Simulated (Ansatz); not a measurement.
# Cl5Ti with multiplicity 2: reaction (atom abstraction by a radical), part 2 of 2

Wanted: the energy profile along the reaction (atom abstraction by a radical), from relaxed end points and a band of images. Meant to form: Cl2–Cl6; to break: Ti1–Cl2. The start is a guess near the saddle point, from which both ends are pulled out.

Ansatz 0.2.0; UHF/def2-SVP.

## 6. The band

crystal.atoms is end A as relaxed above, and neb.final_atoms is end B, turned to lie on A. With 5 inner images the band has 7 in all. The start path is listed, through a guess of the saddle.

File input.yaml:

```yaml
crystal:
  periodic: [false, false, false]
  atoms:
    - { symbol: Ti, position_ang: [0.000465, 0.0, -0.145598] }
    - { symbol: Cl, position_ang: [0.00036, 0.0, 2.024857] }
    - { symbol: Cl, position_ang: [2.043604, 0.0, -0.867476] }
    - { symbol: Cl, position_ang: [-1.021057, 1.769349, -0.867699] }
    - { symbol: Cl, position_ang: [-1.021057, -1.769349, -0.867699] }
    - { symbol: Cl, position_ang: [-1.3e-05, 0.0, 5.936013] }
magnetization:
  spin_polarized: true
  initial_magnetization: 1
basis:
  gaussian: { orbitals: def2-SVP }
hamiltonian:
  xc: hf
neb:
  order_check: false
  images: 5
  f_tol: 0.05
  max_iterations: 60
  final_atoms:
    - { symbol: Ti, position_ang: [0.0306361, 0.0, -1.46957602] }
    - { symbol: Cl, position_ang: [-0.16587914, 0.0, 4.52511979] }
    - { symbol: Cl, position_ang: [2.26196233, 0.0, -1.50341491] }
    - { symbol: Cl, position_ang: [-1.08582671, 1.932111, -1.43660914] }
    - { symbol: Cl, position_ang: [-1.08582671, -1.932111, -1.43660914] }
    - { symbol: Cl, position_ang: [0.04723613, 0.0, 6.53348743] }
  initial_path:
    images:
      - { positions_ang: [[0.000465, 0.0, -0.145598], [0.00036, 0.0, 2.024857], [2.043604, 0.0, -0.867476], [-1.021057, 1.769349, -0.867699], [-1.021057, -1.769349, -0.867699], [-1.3e-05, 0.0, 5.936013]] }
      - { positions_ang: [[0.00030124, 0.0, -0.09706544], [0.00025799, 0.0, 2.22323789], [2.10735251, 0.0, -0.84140693], [-1.05282148, 1.82419933, -0.84152137], [-1.05282148, -1.82419933, -0.84152137], [3.322e-05, 0.0, 5.61067523]] }
      - { positions_ang: [[0.00013748, 0.0, -0.04853288], [0.00015599, 0.0, 2.42161879], [2.17110103, 0.0, -0.81533786], [-1.08458597, 1.87904967, -0.81534375], [-1.08458597, -1.87904967, -0.81534375], [7.944e-05, 0.0, 5.28533745]] }
      - { positions_ang: [[-2.628e-05, 0.0, -3.2e-07], [5.398e-05, 0.0, 2.61999968], [2.23484954, 0.0, -0.78926878], [-1.11635045, 1.9339, -0.78916612], [-1.11635045, -1.9339, -0.78916612], [0.00012566, 0.0, 4.95999968]] }
      - { positions_ang: [[0.01019452, 0.0, -0.48985889], [-0.05525706, 0.0, 3.25503972], [2.24388714, 0.0, -1.02731749], [-1.10617587, 1.93330367, -1.00498046], [-1.10617587, -1.93330367, -1.00498046], [0.01582915, 0.0, 5.48449559]] }
      - { positions_ang: [[0.02041531, 0.0, -0.97971745], [-0.1105681, 0.0, 3.89007975], [2.25292473, 0.0, -1.2653662], [-1.09600129, 1.93270733, -1.2207948], [-1.09600129, -1.93270733, -1.2207948], [0.03153264, 0.0, 6.00899151]] }
      - { positions_ang: [[0.0306361, 0.0, -1.46957602], [-0.16587914, 0.0, 4.52511979], [2.26196233, 0.0, -1.50341491], [-1.08582671, 1.932111, -1.43660914], [-1.08582671, -1.932111, -1.43660914], [0.04723613, 0.0, 6.53348743]] }
```

On the command line:

```sh
ansatz run input.yaml --threads 4 --pin off --max-ram 5120MiB --backend cpu --events-out ev --progress --plain --runs-dir out
```

Standard output:

```text
Warning: RAYON_NUM_THREADS=4 ignored (pool sized by the plan → 4); use --threads N
Engine: ansatz 0.2.0, aarch64-unknown-linux-gnu
Functional definition: HF
  exchange = exact_x
  correlation = 0
1251 factors; integrals over basis functions are off by at most 1.2e-4 eV
mean field evaluation 1: about -85579.7691 eV, gradient 3.1e1 eV
mean field evaluation 2: about -85579.8685 eV, gradient 3.1e1 eV
mean field evaluation 4: about -85586.8308 eV, gradient 6.8e0 eV
mean field evaluation 8: about -85587.1158 eV, gradient 1.4e-1 eV
mean field evaluation 16: about -85587.1164 eV, gradient 1.8e-5 eV
mean field evaluation 32: about -85584.2158 eV, gradient 1.1e0 eV
mean field evaluation 64: about -85587.1144 eV, gradient 6.4e-3 eV
mean field evaluation 96: about -85584.2162 eV, gradient 1.1e0 eV
mean field evaluation 128: about -85582.6824 eV, gradient 1.5e1 eV
mean field evaluation 160: about -85583.2541 eV, gradient 3.0e0 eV
mean field evaluation 192: about -85581.3917 eV, gradient 2.0e1 eV
mean field evaluation 224: about -85584.2953 eV, gradient 9.9e-1 eV
mean field evaluation 256: about -85584.2067 eV, gradient 3.0e0 eV
mean field evaluation 288: about -85584.0806 eV, gradient 3.0e0 eV
mean field evaluation 320: about -85579.2657 eV, gradient 2.5e1 eV
mean field evaluation 352: about -85583.9240 eV, gradient 4.8e0 eV
mean field evaluation 384: about -85587.1133 eV, gradient 1.7e-1 eV
mean field -85587.11642763 eV, -3145.2685156842 hartree, gradient 2.4e-9 eV, S^2 0.755405; 4 other end points of the search recorded, 0 dependent functions left out
[... 11 lines left out ...]
mean field -85586.90520181 eV, -3145.2607532785 hartree, gradient 8.3e-6 eV, S^2 0.756771; 4 other end points of the search recorded, 0 dependent functions left out
[... 2 lines left out ...]
NEB end point (image 0): max|allowed force component| = 9.687e-3 eV/Å (the criterion of neb.relax_end_points is 1.000e-2)
NEB end point (image 6): max|allowed force component| = 2.211e-2 eV/Å (the criterion of neb.relax_end_points is 1.000e-2)
[... 20 lines left out ...]
[...]
NEB iter   1: max|band force component| = 3.957e0 eV/Å  barrier→ = 1.6642 eV  barrier← = 1.4529 eV  Δτ_max = 0.2000 Å  (5644 SCF iters)
NEB iter   2: max|band force component| = 2.061e0 eV/Å  barrier→ = 1.0996 eV  barrier← = 0.8884 eV  Δτ_max = 0.2000 Å  (722 SCF iters)
[... from here on, the SCF cycles and remarks between the steps are left out, and one step in 2 is shown ...]
NEB iter   4: max|band force component| = 1.703e0 eV/Å  barrier→ = 1.1024 eV  barrier← = 0.8911 eV  Δτ_max = 0.2000 Å  (565 SCF iters)
NEB iter   6: max|band force component| = 6.033e-1 eV/Å  barrier→ = 1.0007 eV  barrier← = 0.7895 eV  Δτ_max = 0.1423 Å  (610 SCF iters)
NEB iter   8: max|band force component| = 1.430e0 eV/Å  barrier→ = 0.7248 eV  barrier← = 0.5136 eV  Δτ_max = 0.0710 Å  (487 SCF iters)
NEB iter  10: max|band force component| = 6.057e0 eV/Å  barrier→ = 0.8296 eV  barrier← = 0.6184 eV  Δτ_max = 0.0714 Å  (506 SCF iters)
NEB iter  12: max|band force component| = 1.353e0 eV/Å  barrier→ = 0.3212 eV  barrier← = 0.1100 eV  Δτ_max = 0.2000 Å  (466 SCF iters)
NEB iter  14: max|band force component| = 1.222e0 eV/Å  barrier→ = 0.3745 eV  barrier← = 0.1632 eV  CI = image 1  Δτ_max = 0.2000 Å  (458 SCF iters)
NEB iter  16: max|band force component| = 3.536e0 eV/Å  barrier→ = 0.9504 eV  barrier← = 0.7392 eV  CI = image 1  Δτ_max = 0.2000 Å  (585 SCF iters)
NEB iter  18: max|band force component| = 4.368e0 eV/Å  barrier→ = 1.1008 eV  barrier← = 0.8896 eV  CI = image 1  Δτ_max = 0.2000 Å  (473 SCF iters)
NEB iter  20: max|band force component| = 3.126e0 eV/Å  barrier→ = 0.7738 eV  barrier← = 0.5625 eV  CI = image 1  Δτ_max = 0.2000 Å  (519 SCF iters)
NEB iter  22: max|band force component| = 1.935e0 eV/Å  barrier→ = 0.5056 eV  barrier← = 0.2944 eV  CI = image 1  Δτ_max = 0.2000 Å  (557 SCF iters)
NEB iter  24: max|band force component| = 1.794e0 eV/Å  barrier→ = 0.6274 eV  barrier← = 0.4162 eV  CI = image 1  Δτ_max = 0.2000 Å  (569 SCF iters)
NEB iter  26: max|band force component| = 1.226e0 eV/Å  barrier→ = 0.7770 eV  barrier← = 0.5658 eV  CI = image 1  Δτ_max = 0.1015 Å  (497 SCF iters)
NEB iter  28: max|band force component| = 2.081e0 eV/Å  barrier→ = 0.9697 eV  barrier← = 0.7585 eV  CI = image 1  Δτ_max = 0.1985 Å  (504 SCF iters)
NEB iter  30: max|band force component| = 3.750e0 eV/Å  barrier→ = 1.2558 eV  barrier← = 1.0445 eV  CI = image 1  Δτ_max = 0.1927 Å  (528 SCF iters)
NEB iter  32: max|band force component| = 1.184e0 eV/Å  barrier→ = 0.6703 eV  barrier← = 0.4590 eV  CI = image 1  Δτ_max = 0.1989 Å  (490 SCF iters)
NEB iter  34: max|band force component| = 9.235e-1 eV/Å  barrier→ = 0.3005 eV  barrier← = 0.0893 eV  CI = image 1  Δτ_max = 0.2000 Å  (528 SCF iters)
NEB iter  36: max|band force component| = 8.453e-1 eV/Å  barrier→ = 0.2171 eV  barrier← = 0.0059 eV  CI = image 1  Δτ_max = 0.1997 Å  (525 SCF iters)
NEB iter  38: max|band force component| = 5.067e0 eV/Å  barrier→ = 0.1798 eV  barrier← = -0.0314 eV  CI = image 5  Δτ_max = 0.2000 Å  (515 SCF iters)
NEB iter  40: max|band force component| = 5.833e0 eV/Å  barrier→ = 0.1795 eV  barrier← = -0.0317 eV  CI = image 5  Δτ_max = 0.2000 Å  (490 SCF iters)
NEB iter  42: max|band force component| = 6.132e0 eV/Å  barrier→ = 0.1799 eV  barrier← = -0.0313 eV  CI = image 5  Δτ_max = 0.2000 Å  (486 SCF iters)
NEB iter  44: max|band force component| = 5.962e0 eV/Å  barrier→ = 0.1806 eV  barrier← = -0.0307 eV  CI = image 5  Δτ_max = 0.2000 Å  (488 SCF iters)
NEB iter  46: max|band force component| = 6.056e0 eV/Å  barrier→ = 0.1805 eV  barrier← = -0.0307 eV  CI = image 5  Δτ_max = 0.2000 Å  (494 SCF iters)
NEB iter  48: max|band force component| = 6.301e0 eV/Å  barrier→ = 0.1805 eV  barrier← = -0.0307 eV  CI = image 5  Δτ_max = 0.2000 Å  (482 SCF iters)
NEB iter  50: max|band force component| = 6.249e0 eV/Å  barrier→ = 0.1804 eV  barrier← = -0.0308 eV  CI = image 5  Δτ_max = 0.1999 Å  (531 SCF iters)
NEB iter  52: max|band force component| = 6.387e0 eV/Å  barrier→ = 0.1820 eV  barrier← = -0.0292 eV  CI = image 2  Δτ_max = 0.2000 Å  (529 SCF iters)
NEB iter  54: max|band force component| = 6.308e0 eV/Å  barrier→ = 0.2869 eV  barrier← = 0.0757 eV  CI = image 2  Δτ_max = 0.2000 Å  (550 SCF iters)
NEB iter  56: max|band force component| = 7.585e0 eV/Å  barrier→ = 0.1956 eV  barrier← = -0.0156 eV  CI = image 4  Δτ_max = 0.1994 Å  (631 SCF iters)
NEB iter  58: max|band force component| = 5.910e0 eV/Å  barrier→ = 0.1830 eV  barrier← = -0.0283 eV  CI = image 4  Δτ_max = 0.1993 Å  (638 SCF iters)
NEB iter  60: max|band force component| = 6.162e0 eV/Å  barrier→ = 0.1819 eV  barrier← = -0.0293 eV  CI = image 4  Δτ_max = 0.2000 Å  (596 SCF iters)
[...]
this run last wrote the band of iteration 60 to <dir>
Error: NEB band did not converge after 60 iterations: max|band force component| = 6.16e0 eV/Å (threshold 5.0e-2); raise `neb.max_iterations` in a new run, which can start from the last band evaluated (`neb.initial_path`, with `crystal.atoms` and `neb.final_atoms` set to its first and last images), add images, or start from endpoints closer to local minima. Where this run's directory can be resumed (`checkpoint.write`), a resume goes on for up to `neb.max_iterations` more; to start a new run from the last band, take its images' positions from the `neb_iteration` event of iteration 60 (`data.images[].positions_ang`), in the event stream of the run that computed that iteration (not this run's, if it was resumed behind it). With `checkpoint.write`, `steps/00-neb/state/checkpoint.json` in the run directory holds the last saved band, under `neb.evaluated.images[].positions_ang` (a band under a hybrid functional on support functions is neither saved nor resumed: `neb.initial_path` says where its path is): check the last entry of `neb.iterations` there, which is earlier than 60 if that iteration was not saved or its write failed. If the band's step has no `state` directory and holds `state.next`, a write was cut short, and the file is under `state.next` instead (behind a loss of power it can be under `state.prev`)
this run wrote the band of iteration 60 to <dir> as well, whether or not its events were kept: a new run's `neb.initial_path` can list its `images[].positions_ang`
a run's events are kept only if it was started with --events-out <file>, and are in that file
```

It took 22 min on 4 threads of Arm Neoverse V2, shared host; peak memory 0.85 GiB.

## 7. The band, image by image

The run ended unconverged after 60 band iterations. The table shows its last band, which is no minimum-energy path. Images 0 and 6 are the ends. Energies count from image 0; the path length is the program's own measure over all atoms.

```tsv
image	path (Å)	energy (eV)	Cl2–Cl6 (Å)	Ti1–Cl2 (Å)	band force (eV/Å)
0	0.000	0.0000	3.91	2.17	-
1	4.807	0.1171	3.03	4.80	6.162
2	7.163	0.1569	2.04	3.57	0.215
3	9.514	0.1467	2.02	3.64	0.009
4*	11.866	0.1819	2.02	3.04	0.233
5	14.218	0.1774	2.02	4.56	0.001
6	16.569	0.2112	2.02	6.00	-
```

The star marks the climbing image.

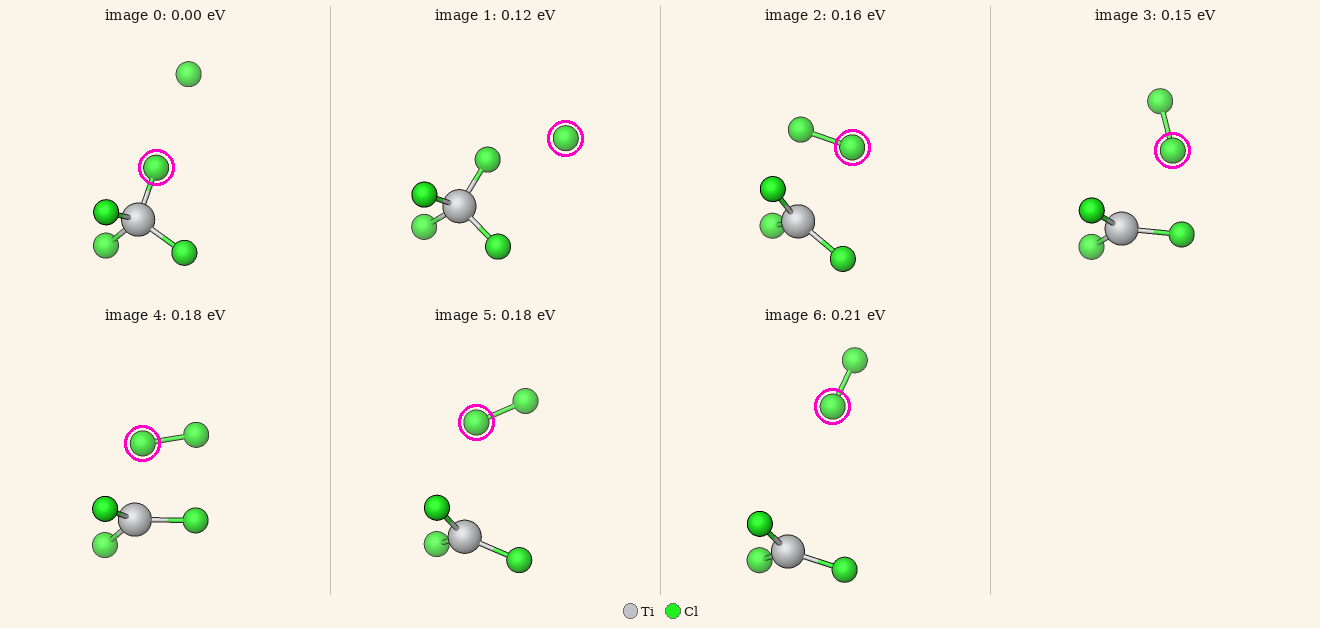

Snapshots along the band, viewed from a free direction. Ringed: Cl2. Sticks join atoms closer than a bonding distance in each image.

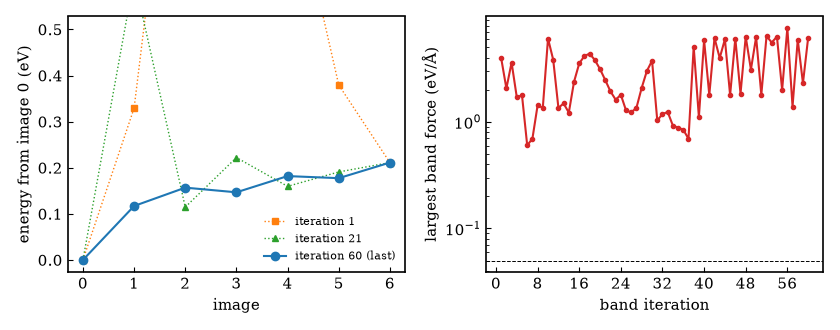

Left: energy of each image for early iterations and the last one (lines only join the points; early values far above the last band run off the scale). Right: the largest band force by iteration, with the threshold dashed.

How the highest energy settled:

```tsv
iteration	highest image above image 0 (eV)	largest band force (eV/Å)
1	1.6642	3.957
6	1.0007	0.603
11	0.5730	3.825
16	0.9504	3.536
21	0.6117	2.471
26	0.7770	1.226
31	0.8047	1.031
36	0.2171	0.845
41	0.4085	1.792
46	0.2112	6.056
51	0.2810	1.801
56	0.2112	7.585
60	0.2112	6.162
```

The band as a trajectory file:

```xyz
6
image=0 dE=0.0000
Ti    0.000    0.000   -0.146
Cl    0.000    0.000    2.025
Cl    2.044    0.000   -0.867
Cl   -1.021    1.769   -0.868
Cl   -1.021   -1.769   -0.868
Cl    0.000    0.000    5.936
6
image=1 dE=0.1171
Ti   -0.474    0.000    0.259
Cl    2.455    0.000    4.059
Cl    1.390    0.000   -0.823
Cl   -1.661    1.710   -0.316
Cl   -1.661   -1.710   -0.316
Cl   -0.046    0.000    2.349
6
image=2 dE=0.1569
Ti    0.022    0.000   -0.213
Cl    1.026    0.000    3.209
Cl    2.066    0.000   -1.116
Cl   -1.051    1.946    0.023
Cl   -1.051   -1.946    0.023
Cl   -1.010    0.000    3.287
6
image=3 dE=0.1467
Ti   -0.119    0.000   -0.560
Cl    0.732    0.000    2.978
Cl    2.075    0.000   -0.090
Cl   -1.182    1.930   -0.908
Cl   -1.182   -1.930   -0.908
Cl   -0.321    0.000    4.700
6
image=4 dE=0.1819
Ti   -0.116    0.000   -0.183
Cl   -0.773    0.001    2.789
Cl    2.042    0.000    0.488
Cl   -1.082    1.921   -0.806
Cl   -1.082   -1.922   -0.806
Cl    1.013   -0.001    3.730
6
image=5 dE=0.1774
Ti    0.088    0.000   -0.832
Cl   -0.903    0.000    3.622
Cl    2.306    0.000   -1.087
Cl   -1.031    1.930   -0.745
Cl   -1.031   -1.930   -0.745
Cl    0.573    0.000    5.001
6
image=6 dE=0.2112
Ti    0.031    0.000   -1.470
Cl   -0.166    0.000    4.525
Cl    2.262    0.000   -1.503
Cl   -1.086    1.932   -1.437
Cl   -1.086   -1.932   -1.437
Cl    0.047    0.000    6.533
```

## 8. Outcome

The summary covers parts 1 to 2.

| quantity | value |
| --- | --- |
| end A | 7 moves, 0.169 eV lower |
| end B | 8 moves, 0.090 eV lower |
| band | not converged after 60 iterations |
| highest image of the last band | 0.21 eV above image 0 (no barrier of the system) |

Without a converged band there is no barrier to report. Its largest force still stood at 6.16 eV/Å, against a threshold of 0.05. By distance, end A alone has Ti1–Cl2 and end B alone has Cl2–Cl6.
